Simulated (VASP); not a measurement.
# Bi2Te3 (Tellurobismuthite): convergence with the k-mesh and plane-wave cutoff

How sensitive are energy, pressure and forces of Bi2Te3 (Tellurobismuthite) to the k-mesh and plane-wave cutoff? The series runs use PBE. The k-mesh tried: 2 2 2; 3 3 3; 4 4 4; 5 5 5; 7 7 7; 9 9 9; 11 11 11. The plane-wave cutoff tried: ENCUT = 150; ENCUT = 180; ENCUT = 220; ENCUT = 240; ENCUT = 280; ENCUT = 320; ENCUT = 390; ENCUT = 490. The start is a cell from a database of measured crystal structures.

Calculated with VASP 6.6.1; PBE; plane waves and PAW (Bi_d, Te).

### 1. Starting point

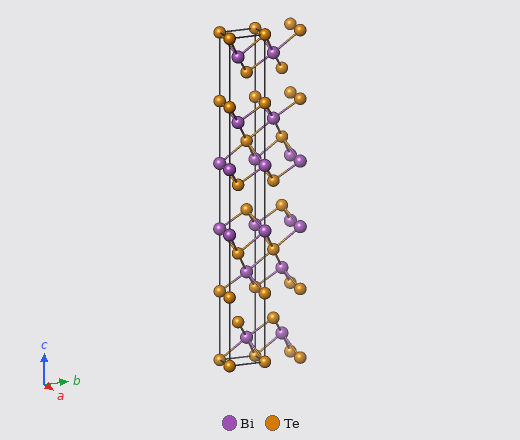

Start, viewed slightly off an axis; bismuth purple, tellurium orange. 1×2×1 cells are drawn. This picture shows the conventional cell, with its axes. Bonds to atoms that aren't drawn are left out. Some periodic images of atoms are drawn too.

### 2. K-mesh: 2 2 2

The sum over the zone converges with the mesh, fast for insulators and slowly for metals. PBE, the usual starting point, adds the gradient of the density.

The input, INCAR:

```
SYSTEM = Bi2Te3
PREC = Accurate
ENCUT = 400
EDIFF = 1E-06
NELM = 100
ISMEAR = -1
SIGMA = 0.05
LREAL = .FALSE.
ALGO = Normal
GGA = PE
NBANDS = 30
LORBIT = 11
LWAVE = .FALSE.
LCHARG = .FALSE.
NCORE = 4
ISIF = 2
```

The input, POSCAR:

```
Bi2Te3
1.0
   -4.3860000000      0.0000000000      0.0000000000
    2.1930000000     -3.7983874210      0.0000000000
    2.1930000000      1.2661291403     10.1656666667
Bi Te
2 3
Direct
    0.8000000000      0.4000000000      0.2000000000
    0.2000000000      0.6000000000      0.8000000000
    0.0000000000      0.0000000000      0.0000000000
    0.4190000000      0.2095000000      0.6285000000
    0.5810000000      0.7905000000      0.3715000000
```

The input, KPOINTS:

```
Automatic mesh
0
Gamma
2 2 2
0 0 0
```

PAW data sets: Bi_d and Te (PBE family, release 64).

Run with:

```sh
> mpirun -np 4 vasp_std
```

The program printed:

```text
[banner, memory and clock lines left out]
running    4 mpi-ranks, on    1 nodes
 distrk:  each k-point on    4 cores,    1 groups
 distr:  one band on    4 cores,    1 groups

 POSCAR found type information on POSCAR BiTe
 POSCAR found :  2 types and       5 ions
 LDA part: xc-table for (Slater+PW92), standard interpolation
 POSCAR, INCAR and KPOINTS ok, starting setup
 FFT: planning ... GRIDC
 FFT: planning ... GRID_SOFT
 FFT: planning ... GRID
 WAVECAR not read
 entering main loop
       N       E                     dE             d eps       ncg     rms          rms(c)
DAV:   1     0.393807832307E+03    0.39381E+03   -0.19222E+04   240   0.129E+03
DAV:   2     0.250553763808E+02   -0.36875E+03   -0.35631E+03   260   0.356E+02
DAV:   3    -0.157154896617E+02   -0.40771E+02   -0.38837E+02   322   0.133E+02
DAV:   4    -0.173683825867E+02   -0.16529E+01   -0.16332E+01   246   0.280E+01
DAV:   5    -0.174467130962E+02   -0.78331E-01   -0.78268E-01   334   0.620E+00    0.825E+00
DAV:   6    -0.170953564977E+02    0.35136E+00   -0.69914E-01   268   0.516E+00    0.637E+00
DAV:   7    -0.170989411770E+02   -0.35847E-02   -0.28722E-01   284   0.227E+00    0.148E+00
DAV:   8    -0.171026686582E+02   -0.37275E-02   -0.37058E-02   258   0.997E-01    0.739E-01
DAV:   9    -0.171030361239E+02   -0.36747E-03   -0.47926E-03   274   0.440E-01    0.410E-01
DAV:  10    -0.171036745442E+02   -0.63842E-03   -0.17215E-03   252   0.226E-01    0.108E-01
DAV:  11    -0.171036882493E+02   -0.13705E-04   -0.18030E-04   268   0.920E-02    0.610E-02
DAV:  12    -0.171037027843E+02   -0.14535E-04   -0.48034E-05   288   0.360E-02    0.307E-02
DAV:  13    -0.171037136654E+02   -0.10881E-04   -0.20017E-05   208   0.260E-02    0.139E-02
DAV:  14    -0.171037139259E+02   -0.26050E-06   -0.21210E-06   224   0.907E-03
   1 F= -.17103714E+02 E0= -.17100614E+02  d E =-.620030E-02
```

The job ended after 5.4 s (4 MPI ranks of Intel Xeon Platinum 8259CL at 2.50GHz (Skylake/Cascade Lake), shared host; peak memory 0.53 GiB; 17 s of CPU time).

The logs omit lines about the potential files and the build; timing stands in the text.

Parts of OUTCAR (step 2):

```text
ion  position               nearest neighbor table
   1  0.800  0.400  0.200-   5 3.07   5 3.07   5 3.07   3 3.25   3 3.25   3 3.25
   2  0.200  0.600  0.800-   4 3.07   4 3.07   4 3.07   3 3.25   3 3.25   3 3.25
   3  0.000  0.000  0.000-   2 3.25   1 3.25   1 3.25   2 3.25   1 3.25   2 3.25
   4  0.419  0.209  0.629-   2 3.07   2 3.07   2 3.07   5 3.64   5 3.64   5 3.64
   5  0.581  0.791  0.371-   1 3.07   1 3.07   1 3.07   4 3.64   4 3.64   4 3.64

  LATTYP: Found a trigonal (rhomboedric) cell.
 ALAT       =    10.4763118882
 COS(alpha) =     0.9123624111

 Subroutine GETGRP returns: Found 12 space group operations
 (whereof 12 operations were pure point group operations)

The static configuration has the point symmetry D_3d.

 Found      4 irreducible k-points:

   k-points           NKPTS =      4   k-points in BZ     NKDIM =      4   number of bands    NBANDS=     30

   dimension x,y,z NGX =    30 NGY =   30 NGZ =   70
   dimension x,y,z NGXF=    60 NGYF=   60 NGZF=  140

   ENCUT  =  400.0 eV  29.40 Ry    5.42 a.u.   7.15  7.15 17.08*2*pi/ulx,y,z

   NELECT =      48.0000    total number of electrons

 k-points in reciprocal lattice and weights: Automatic mesh
   0.00000000  0.00000000  0.00000000       0.125
   0.50000000  0.00000000  0.00000000       0.375
   0.00000000  0.50000000  0.00000000       0.375
   0.00000000  0.00000000  0.50000000       0.125

 average (electrostatic) potential at core
       1-105.1378       2-105.1378       3 -87.8381       4 -88.0230       5 -88.0230

 E-fermi :   6.4151

 k-point     1 :       0.0000    0.0000    0.0000
  band No.  band energies     occupation
    ...
     20       4.5621      2.00000
     21       4.5621      2.00000
     22       5.4177      2.00000
     23       5.4177      2.00000
     24       6.2831      1.86683
     25       6.5478      0.13135
     26       6.8962      0.00013
     27       6.8962      0.00013
     28       8.2344      0.00000
     29       8.3666      0.00000
    ...

 k-point     2 :       0.5000    0.0000    0.0000
  band No.  band energies     occupation
    ...
     20       3.9107      2.00000
     21       4.2784      2.00000
     22       4.4468      2.00000
     23       4.7243      2.00000
     24       5.3204      2.00000
     25       7.0977      0.00000
     26       7.7851      0.00000
     27       8.3079      0.00000
     28       8.9083      0.00000
     29       8.9829      0.00000
    ...

 k-point     3 :       0.0000    0.5000    0.0000
  band No.  band energies     occupation
    ...
     20       3.1166      2.00000
     21       3.3532      2.00000
     22       3.8495      2.00000
     23       5.3671      2.00000
     24       5.7749      1.99999
     25       6.8270      0.00053
     26       7.3014      0.00000
     27       9.0134      0.00000
     28       9.0415      0.00000
     29       9.5819      0.00000
    ...

  Total        7.1556609      7.1556609     -0.8864208      0.0000000      0.0000000      0.0000000
  in kB       67.6949988     67.6949988     -8.3858438      0.0000000      0.0000000      0.0000000
  external PRESSURE =      42.3347179 kB  Pullay stress =       0.0000000 kB

  energy-cutoff  :      400.00
  volume of cell :      169.36
      direct lattice vectors                 reciprocal lattice vectors
    -4.386000000  0.000000000  0.000000000    -0.227998176 -0.131634808  0.065580221
     2.193000000 -3.798387421  0.000000000     0.000000000 -0.263269617  0.032790111
     2.193000000  1.266129140 10.165666667     0.000000000  0.000000000  0.098370332

 POSITION                                       TOTAL-FORCE (eV/Angst)
 -----------------------------------------------------------------------------------
     -2.19300     -1.26613      2.03313         0.000000     -0.000000      0.199104
      2.19300     -1.26613      8.13253        -0.000000      0.000000     -0.199104
      0.00000      0.00000      0.00000        -0.000000      0.000000      0.000000
      0.00000     -0.00000      6.38912         0.000000     -0.000000      0.695168
     -0.00000     -2.53226      3.77655        -0.000000      0.000000     -0.695168
 -----------------------------------------------------------------------------------
    total drift:                               -0.000000     -0.000000     -0.000000

  FREE ENERGIE OF THE ION-ELECTRON SYSTEM (eV)
  ---------------------------------------------------
  free  energy   TOTEN  =       -17.1037139259 eV

  energy  without entropy=      -17.0975136268  energy(sigma->0) =      -17.10061378

 total charge
# of ion       s       p       d       tot
------------------------------------------
    1        1.602   1.129   9.950  12.681
    2        1.602   1.129   9.950  12.681
    3        1.382   2.007   0.019   3.408
    4        1.407   1.942   0.022   3.371
    5        1.407   1.942   0.022   3.371
--------------------------------------------------
tot          7.399   8.148  19.963  35.510

[... 1 further part left out ...]
```

The gap is read on the k-mesh alone, so it is an upper bound where the band edges lie off the mesh. Spin-orbit coupling is off here; with elements this heavy it splits and shifts levels by tenths of an eV or more.

Numbers from this step:

```yaml
scf_cycles: 14
electrons: 48
bands: 30
irreducible_k_points: 4
symmetry_operations: 12
free_energy_toten: -17.10 eV
energy_at_zero_smearing: -17.10 eV
fermi_energy: 6.415 eV
pressure: 4.233 GPa
metallic: no
valence_top_at_k: 0, 0, 0
conduction_bottom_at_k: 0, 0, 0
least_direct_gap_at_k: 0, 0, 0
gap_on_the_k_mesh: 0.2647 eV
least_direct_gap_on_the_k_mesh: 0.2647 eV
```

The series starts at -3.4201 eV an atom and 4.23 GPa, after 14 cycles in 5.4 s.

### 3. K-mesh: 3 3 3

INCAR, as its differences from that of step 2:

```diff
@@ -14,3 +14,4 @@
 LCHARG = .FALSE.
-NCORE = 4
+KPAR = 2
+NCORE = 2
 ISIF = 2
```

POSCAR is that of step 2.

The input, KPOINTS:

```
Automatic mesh
0
Gamma
3 3 3
0 0 0
```

Run with:

```sh
> mpirun -np 4 vasp_std
```

The program printed:

```text
[banner, memory and clock lines left out]
running    4 mpi-ranks, on    1 nodes
[...]
LDA part: xc-table for (Slater+PW92), standard interpolation
 POSCAR, INCAR and KPOINTS ok, starting setup
[...]
entering main loop
       N       E                     dE             d eps       ncg     rms          rms(c)
DAV:   1     0.397832573009E+03    0.39783E+03   -0.18968E+04   360   0.128E+03
DAV:   2     0.215359123719E+02   -0.37630E+03   -0.36260E+03   398   0.357E+02
DAV:   3    -0.170888437175E+02   -0.38625E+02   -0.37578E+02   472   0.132E+02
DAV:   4    -0.185018953777E+02   -0.14131E+01   -0.14037E+01   438   0.271E+01
[...]
DAV:  12    -0.182871863446E+02   -0.53008E-05   -0.17571E-05   358   0.240E-02    0.199E-02
DAV:  13    -0.182871884711E+02   -0.21266E-05   -0.67155E-06   338   0.148E-02    0.671E-03
DAV:  14    -0.182871887127E+02   -0.24153E-06   -0.44675E-07   216   0.525E-03
   1 F= -.18287189E+02 E0= -.18286468E+02  d E =-.144120E-02
```

It took 10 s on 4 MPI ranks; peak memory 0.68 GiB; 34 s of CPU time.

OUTCAR, selected parts (step 3):

```text
  Total        2.5160627      2.5160627      1.2194317      0.0000000     -0.0000000      0.0000000
  in kB       23.8028128     23.8028128     11.5362404      0.0000000     -0.0000000      0.0000000
  external PRESSURE =      19.7139553 kB  Pullay stress =       0.0000000 kB

 POSITION                                       TOTAL-FORCE (eV/Angst)
 -----------------------------------------------------------------------------------
     -2.19300     -1.26613      2.03313        -0.000000     -0.000000      0.039686
      2.19300     -1.26613      8.13253         0.000000      0.000000     -0.039686
      0.00000      0.00000      0.00000         0.000000      0.000000      0.000000
      0.00000     -0.00000      6.38912         0.000000     -0.000000      0.143941
     -0.00000     -2.53226      3.77655        -0.000000      0.000000     -0.143941
 -----------------------------------------------------------------------------------
    total drift:                               -0.000000     -0.000000     -0.000000

  FREE ENERGIE OF THE ION-ELECTRON SYSTEM (eV)
  ---------------------------------------------------
  free  energy   TOTEN  =       -18.2871887127 eV

  energy  without entropy=      -18.2857475131  energy(sigma->0) =      -18.28646811

[... 1 part as in an earlier step ...]

[... 2 further parts left out ...]
[key lines of the parts left out:]
E-fermi :   6.3654
```

Against the run before the energy moves by -237.17 meV an atom and the pressure by -2.26 GPa, after 14 cycles in 10 s.

### 4. K-mesh: 4 4 4

INCAR, as its differences from that of step 3:

```diff
@@ -14,4 +14,3 @@
 LCHARG = .FALSE.
-KPAR = 2
-NCORE = 2
+KPAR = 4
 ISIF = 2
```

POSCAR is that of step 3.

The input, KPOINTS:

```
Automatic mesh
0
Gamma
4 4 4
0 0 0
```

Run with:

```sh
> mpirun -np 4 vasp_std
```

The program printed:

```text
[banner, memory and clock lines left out]
running    4 mpi-ranks, on    1 nodes
[...]
LDA part: xc-table for (Slater+PW92), standard interpolation
 POSCAR, INCAR and KPOINTS ok, starting setup
[...]
entering main loop
       N       E                     dE             d eps       ncg     rms          rms(c)
DAV:   1     0.394308636512E+03    0.39431E+03   -0.18970E+04   780   0.128E+03
DAV:   2     0.204683636279E+02   -0.37384E+03   -0.36073E+03   864   0.351E+02
DAV:   3    -0.170538147030E+02   -0.37522E+02   -0.36288E+02   978   0.130E+02
DAV:   4    -0.185290691462E+02   -0.14753E+01   -0.14650E+01   880   0.288E+01
[...]
DAV:  12    -0.183360474448E+02   -0.63549E-05   -0.12771E-05   814   0.182E-02    0.185E-02
DAV:  13    -0.183360488875E+02   -0.14427E-05   -0.46719E-06   744   0.115E-02    0.348E-03
DAV:  14    -0.183360489767E+02   -0.89226E-07   -0.39960E-07   492   0.488E-03
   1 F= -.18336049E+02 E0= -.18335697E+02  d E =-.703267E-03
```

The job ended after 18 s (4 MPI ranks; peak memory 0.98 GiB; 64 s of CPU time).

OUTCAR, selected parts (step 4):

```text
  Total        2.0338248      2.0338248      1.7089164     -0.0000000     -0.0000000      0.0000000
  in kB       19.2406779     19.2406779     16.1669330     -0.0000000     -0.0000000      0.0000000
  external PRESSURE =      18.2160963 kB  Pullay stress =       0.0000000 kB

 POSITION                                       TOTAL-FORCE (eV/Angst)
 -----------------------------------------------------------------------------------
     -2.19300     -1.26613      2.03313         0.000000     -0.000000      0.000846
      2.19300     -1.26613      8.13253         0.000000      0.000000     -0.000846
      0.00000      0.00000      0.00000         0.000000      0.000000      0.000000
      0.00000     -0.00000      6.38912        -0.000000     -0.000000      0.049219
     -0.00000     -2.53226      3.77655        -0.000000      0.000000     -0.049219
 -----------------------------------------------------------------------------------
    total drift:                               -0.000000     -0.000000     -0.000000

  FREE ENERGIE OF THE ION-ELECTRON SYSTEM (eV)
  ---------------------------------------------------
  free  energy   TOTEN  =       -18.3360489767 eV

  energy  without entropy=      -18.3353457094  energy(sigma->0) =      -18.33569734

[... 1 part as in an earlier step ...]

[... 2 further parts left out ...]
[key lines of the parts left out:]
E-fermi :   6.3640
```

Against the run before the energy moves by -9.85 meV an atom and the pressure by -0.15 GPa, after 14 cycles in 18 s.

### 5. K-mesh: 5 5 5

INCAR is that of step 4.

POSCAR is that of step 4.

The input, KPOINTS:

```
Automatic mesh
0
Gamma
5 5 5
0 0 0
```

Run with:

```sh
> mpirun -np 4 vasp_std
```

The program printed:

```text
[... set-up lines as in an earlier step ...]
 entering main loop
       N       E                     dE             d eps       ncg     rms          rms(c)
DAV:   1     0.391831514712E+03    0.39183E+03   -0.19053E+04  1140   0.127E+03
DAV:   2     0.217451260862E+02   -0.37009E+03   -0.35651E+03  1224   0.352E+02
DAV:   3    -0.170786394263E+02   -0.38824E+02   -0.37349E+02  1466   0.131E+02
DAV:   4    -0.185391764224E+02   -0.14605E+01   -0.14515E+01  1316   0.279E+01
[...]
DAV:  12    -0.183348175551E+02   -0.66248E-05   -0.12693E-05  1162   0.183E-02    0.200E-02
DAV:  13    -0.183348193184E+02   -0.17633E-05   -0.52500E-06  1110   0.118E-02    0.384E-03
DAV:  14    -0.183348193606E+02   -0.42227E-07   -0.46657E-07   732   0.530E-03
   1 F= -.18334819E+02 E0= -.18334630E+02  d E =-.378924E-03
```

It took 22 s on 4 MPI ranks; peak memory 1 GiB; 78 s of CPU time.

Parts of OUTCAR (step 5):

```text
  Total        2.0139616      2.0139616      1.8378095      0.0000000     -0.0000000      0.0000000
  in kB       19.0527656     19.0527656     17.3863059      0.0000000     -0.0000000      0.0000000
  external PRESSURE =      18.4972791 kB  Pullay stress =       0.0000000 kB

 POSITION                                       TOTAL-FORCE (eV/Angst)
 -----------------------------------------------------------------------------------
     -2.19300     -1.26613      2.03313         0.000000     -0.000000      0.001547
      2.19300     -1.26613      8.13253         0.000000      0.000000     -0.001547
      0.00000      0.00000      0.00000         0.000000      0.000000      0.000000
      0.00000     -0.00000      6.38912         0.000000     -0.000000      0.025562
     -0.00000     -2.53226      3.77655        -0.000000      0.000000     -0.025562
 -----------------------------------------------------------------------------------
    total drift:                               -0.000000     -0.000000     -0.000000

  FREE ENERGIE OF THE ION-ELECTRON SYSTEM (eV)
  ---------------------------------------------------
  free  energy   TOTEN  =       -18.3348193606 eV

  energy  without entropy=      -18.3344404367  energy(sigma->0) =      -18.33462990

[... 1 part as in an earlier step ...]

[... 2 further parts left out ...]
[key lines of the parts left out:]
E-fermi :   6.3647
```

Against the run before the energy moves by +0.21 meV an atom and the pressure by +0.03 GPa, after 14 cycles in 22 s.

### 6. K-mesh: 7 7 7

INCAR is that of step 5.

POSCAR is that of step 5.

The input, KPOINTS:

```
Automatic mesh
0
Gamma
7 7 7
0 0 0
```

Run with:

```sh
> mpirun -np 4 vasp_std
```

The program printed:

```text
[... set-up lines as in an earlier step ...]
 entering main loop
       N       E                     dE             d eps       ncg     rms          rms(c)
DAV:   1     0.393696103432E+03    0.39370E+03   -0.19001E+04  2648   0.128E+03
DAV:   2     0.218369661490E+02   -0.37186E+03   -0.35873E+03  2852   0.352E+02
DAV:   3    -0.169741298687E+02   -0.38811E+02   -0.37289E+02  3356   0.132E+02
DAV:   4    -0.185317893058E+02   -0.15577E+01   -0.15451E+01  3022   0.287E+01
[...]
DAV:  12    -0.183340195732E+02   -0.60561E-05   -0.11150E-05  2610   0.175E-02    0.183E-02
DAV:  13    -0.183340214532E+02   -0.18800E-05   -0.49664E-06  2558   0.115E-02    0.348E-03
DAV:  14    -0.183340214583E+02   -0.51496E-08   -0.38446E-07  1626   0.509E-03
   1 F= -.18334021E+02 E0= -.18333932E+02  d E =-.179520E-03
```

The job ended after 43 s (4 MPI ranks; peak memory 1.2 GiB; 2.6 min of CPU time).

OUTCAR, selected parts (step 6):

```text
  Total        2.0433966      2.0433966      1.8337140      0.0000000     -0.0000000      0.0000000
  in kB       19.3312307     19.3312307     17.3475614      0.0000000     -0.0000000      0.0000000
  external PRESSURE =      18.6700076 kB  Pullay stress =       0.0000000 kB

 POSITION                                       TOTAL-FORCE (eV/Angst)
 -----------------------------------------------------------------------------------
     -2.19300     -1.26613      2.03313         0.000000     -0.000000      0.025422
      2.19300     -1.26613      8.13253        -0.000000      0.000000     -0.025422
      0.00000      0.00000      0.00000         0.000000      0.000000     -0.000000
      0.00000     -0.00000      6.38912        -0.000000     -0.000000      0.027653
     -0.00000     -2.53226      3.77655         0.000000      0.000000     -0.027653
 -----------------------------------------------------------------------------------
    total drift:                               -0.000000     -0.000000     -0.000000

  FREE ENERGIE OF THE ION-ELECTRON SYSTEM (eV)
  ---------------------------------------------------
  free  energy   TOTEN  =       -18.3340214583 eV

  energy  without entropy=      -18.3338419387  energy(sigma->0) =      -18.33393170

[... 1 part as in an earlier step ...]

[... 2 further parts left out ...]
[key lines of the parts left out:]
E-fermi :   6.3665
```

Against the run before the energy moves by +0.14 meV an atom and the pressure by +0.02 GPa, after 14 cycles in 43 s.

(Continued in part 2 of 3.)

[Lines on the potential files, build, host, timing and source positions are cut from VASP's logs without a mark.]

[Logs are printed without paths, hosts, clocks, repeated set-up lines and the standing remarks that a program may print on its own settings, such as how far it seeks lower states.]

[Hosts, paths, dates, database ids (printed as entryN), source tags and the programs' standing remarks are cut or masked in the printed files.]

[A measured line is paired with the nearest computed mode of its activity, which favours agreement.]
